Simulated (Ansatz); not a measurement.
# One shape, several levels: SnH3Cl (SMILES [Cl][SnH3])

Wanted: a comparison of 6 runs (HF/STO-3G, BHLYP/STO-3G, UPBE/STO-3G, BCCD(T)/STO-3G, CCSD(T)/STO-3G, FCI/STO-3G) of SnH3Cl. 

The results are computed with Ansatz 0.2.0.

59 further runs of the same task are left out: 8 that didn't finish, 51 set aside as unsound or not needed.

## Step 1: Starting point

SnH3Cl has 5 atoms, charge 0, and is taken as a singlet. SMILES: `[Cl][SnH3]`. The H4–Sn2 distance was set to 3.400 Å, away from the relaxed value. At this shape a bond of the SMILES string is far longer than usual.

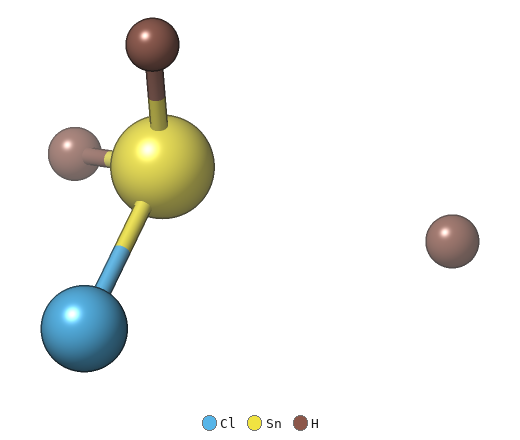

Viewed from a chosen angle; chlorine blue, tin yellow, hydrogen brown.

## Step 2: The energy at HF/STO-3G (run 1)

The input, input.yaml:

```yaml
crystal:
  periodic: [false, false, false]
  atoms:
    - {symbol: Cl, position_ang: [-2.193197, 1.982084, 0.821302]}
    - {symbol: Sn, position_ang: [-0.184897, 1.605184, -0.306098]}
    - {symbol: H, position_ang: [-0.474297, 2.012584, -1.930998]}
    - {symbol: H, position_ang: [0.522700, -1.694200, 0.111100]}
    - {symbol: H, position_ang: [0.964403, 2.619584, 0.428802]}
basis:
  gaussian:
    orbitals: STO-3G
hamiltonian:
  xc: hf
accuracy: high
```

Run with:

```bash
ansatz run input.yaml --threads 1 --pin off --max-ram 2610MiB --events-out events.jsonl --progress --plain --runs-dir runs
```

What it wrote:

```text
Warning: RAYON_NUM_THREADS=1 ignored (pool sized by the plan → 1); use --threads N
Functional definition: HF
  name "HF"
  exchange = exact_x
  correlation = 0
706 factors; integrals over basis functions are off by at most 1.6e-8 eV
mean field evaluation 1: about -174676.3878 eV, gradient 1.6e1 eV
mean field evaluation 2: about -174676.3958 eV, gradient 1.6e1 eV
mean field evaluation 4: about -174680.9006 eV, gradient 1.5e0 eV
mean field evaluation 8: about -174680.9189 eV, gradient 5.1e-5 eV
mean field -174680.91892590 eV, -6419.4053675473 hartree, gradient 7.6e-9 eV, S^2 0.000000; 0 other end points of the search recorded, 0 dependent functions left out
reference -174680.91892590 eV, -6419.4053675473 hartree; 35, 35 occupied and 4, 4 virtual orbitals, 706 factors
Total energy: -174680.91892590 eV, -6419.4053675473 hartree
```

It took 0.71 s on 1 thread of Arm Neoverse V1, shared host; peak memory 0.093 GiB.

## Step 3: A single-point energy at BHLYP/STO-3G (run 2)

The input, in.yaml:

```yaml
basis:
  gaussian:
    orbitals: STO-3G
crystal:
  periodic: [false, false, false]
  atoms:
    - {symbol: Cl, position_ang: [-2.193197, 1.982084, 0.821302]}
    - {symbol: Sn, position_ang: [-0.184897, 1.605184, -0.306098]}
    - {symbol: H, position_ang: [-0.474297, 2.012584, -1.930998]}
    - {symbol: H, position_ang: [0.522700, -1.694200, 0.111100]}
    - {symbol: H, position_ang: [0.964403, 2.619584, 0.428802]}
hamiltonian:
  xc: {name: BHLYP}
accuracy: high
```

Run with:

```bash
ansatz run in.yaml --threads 1 --pin off --max-ram 2610MiB --events-out events.jsonl --progress --plain --runs-dir runs
```

What it wrote:

```text
Warning: RAYON_NUM_THREADS=1 ignored (pool sized by the plan → 1); use --threads N
Functional definition: BHLYP
  name "BHLYP"
  parameter a = 0.5
  exchange = (1 - a)*b88_x + a*exact_x
  correlation = lyp_c
706 factors; integrals over basis functions are off by at most 1.6e-8 eV
mean field evaluation 1: about -174754.6635 eV, gradient 1.9e1 eV
mean field evaluation 2: about -174751.6402 eV, gradient 1.6e1 eV
mean field evaluation 4: about -174758.9661 eV, gradient 1.3e1 eV
mean field evaluation 8: about -174758.9385 eV, gradient 1.3e1 eV
mean field evaluation 16: about -174760.5814 eV, gradient 5.4e-9 eV
mean field -174760.58144197 eV, -6422.3329110157 hartree, gradient 1.3e-8 eV, S^2 0.000000; 0 other end points of the search recorded, 0 dependent functions left out
reference -174760.58146342 eV, -6422.3329118039 hartree; 35, 35 occupied and 4, 4 virtual orbitals, 706 factors
Total energy: -174760.58146342 eV, -6422.3329118039 hartree
```

It took 2.9 s on 1 thread of Arm Neoverse V1, shared host; peak memory 0.13 GiB.

Run 3 isn't shown in full; the table further down has it.

## Step 4: The energy at BCCD(T)/STO-3G (run 4)

The input, run.yaml:

```yaml
crystal:
  periodic: [false, false, false]
  atoms:
    - {symbol: Cl, position_ang: [-2.193197, 1.982084, 0.821302]}
    - {symbol: Sn, position_ang: [-0.184897, 1.605184, -0.306098]}
    - {symbol: H, position_ang: [-0.474297, 2.012584, -1.930998]}
    - {symbol: H, position_ang: [0.522700, -1.694200, 0.111100]}
    - {symbol: H, position_ang: [0.964403, 2.619584, 0.428802]}
basis:
  gaussian:
    orbitals: STO-3G
correlation:
  method: bccd_t
  frozen_orbitals: {Cl: 5, H: 0, Sn: 18}
accuracy: high
scf:
  omitted_lower_state_checks: [cluster_reference, increment]
```

Run with:

```bash
ansatz run run.yaml --threads 1 --pin off --max-ram 2610MiB --events-out events.jsonl --progress --plain --runs-dir runs
```

What it wrote:

```text
Warning: RAYON_NUM_THREADS=1 ignored (pool sized by the plan → 1); use --threads N
[... 11 lines left out ...]
23 core orbitals not correlated: weight in the atoms' cores, before any rotation towards them, 1.000 or more for the frozen orbitals, at most 0.000 for the correlated occupied ones
[... 30 lines left out ...]
WARN: these amplitudes may be one of several solutions (largest doubles amplitude 0.72, level shift 9.03 eV)
Total energy: -174686.12555671 eV, -6419.5967077004 hartree
Checks for a lower state left out: cluster_reference, increment
```

Wall time 0.91 s (1 thread of Arm Neoverse V1, shared host); peak memory 0.098 GiB.

Run 5 isn't shown in full; the table further down has it.

## Step 5: The energy at FCI/STO-3G (run 6)

Edit in.yaml of step 3 so:

```diff
@@ -1,4 +1 @@
-basis:
-  gaussian:
-    orbitals: STO-3G
 crystal:
@@ -11,4 +8,8 @@
     - {symbol: H, position_ang: [0.964403, 2.619584, 0.428802]}
-hamiltonian:
-  xc: {name: BHLYP}
+basis:
+  gaussian:
+    orbitals: STO-3G
+correlation:
+  method: fci
+  frozen_orbitals: {Cl: 5, H: 0, Sn: 18}
 accuracy: high
```

Run with:

```bash
ansatz run in.yaml --threads 1 --pin off --max-ram 2610MiB --events-out events.jsonl --progress --plain --runs-dir runs
```

What it wrote, shortened:

```text
Warning: RAYON_NUM_THREADS=1 ignored (pool sized by the plan → 1); use --threads N
[... 2 set-up lines as earlier in the session ...]
[...]
706 factors; integrals over basis functions are off by at most 1.6e-8 eV
[...]
mean field -174680.91892590 eV, -6419.4053675473 hartree, gradient 7.6e-9 eV, S^2 0.000000; 0 other end points of the search recorded, 0 dependent functions left out; unrestricted orbitals would lower it
[...]
unrestricted determinant -174684.78156090 eV, -6419.5473167654 hartree, S^2 0.9794
23 core orbitals not correlated: weight in the atoms' cores, before any rotation towards them, 1.000 or more for the frozen orbitals, at most 0.000 for the correlated occupied ones
reference -174680.91892590 eV, -6419.4053675473 hartree; 12, 12 occupied and 4, 4 virtual orbitals, 706 factors
state -174686.13043283 eV, -6419.5968868947 hartree
Total energy: -174686.13043283 eV, -6419.5968868947 hartree
```

It took 12 s on 1 thread of Arm Neoverse V1, shared host; peak memory 0.32 GiB.

## Step 6: The series

| run | level | frozen core orbitals | energy (Eh) | wall time |
| --- | --- | --- | --- | --- |
| 1 | HF/STO-3G | – | -6419.405368 | 0.71 s |
| 2 | BHLYP/STO-3G | – | -6422.332912 | 2.9 s |
| 3 | UPBE/STO-3G | – | -6421.373394 | 9 s |
| 4 | BCCD(T)/STO-3G | 23 | -6419.596708 | 0.91 s |
| 5 | CCSD(T)/STO-3G | 23 | -6419.596798 | 0.87 s |
| 6 | FCI/STO-3G | 23 | -6419.596887 | 12 s |

## Step 7: Outcome

| quantity | value |
| --- | --- |
| run 6: total energy | -6419.59689 Eh |
| run 6: correlation energy (23 core orbitals frozen) | -191.5 mEh |

**Reading.** Against full CI in this basis: HF +191.5 mEh; BCCD(T) +0.2 mEh; CCSD(T) +0.1 mEh. Totals of different functionals can't be ranked against each other. In runs 4, 5 the log says that unrestricted orbitals would lower the reference, so the values rest on an unstable closed-shell determinant (other closed-shell runs at this shape may share the fault). In runs 1, 2, 3, 4, 5, 6 the basis is minimal, so the values are rough. In runs 1, 2, 5 a closed-shell determinant meets a far-stretched bond, which it describes badly. In runs 1, 2, 3, 4, 5, 6 relativity is left out where basis or elements ask for it. Spin contamination of the reference: run 3 ⟨S²⟩ = 0.92. Where it is this large, the reference is a mixture of spin states, and values that rest on it are in doubt. All runs together took 27 s, the longest 12 s.
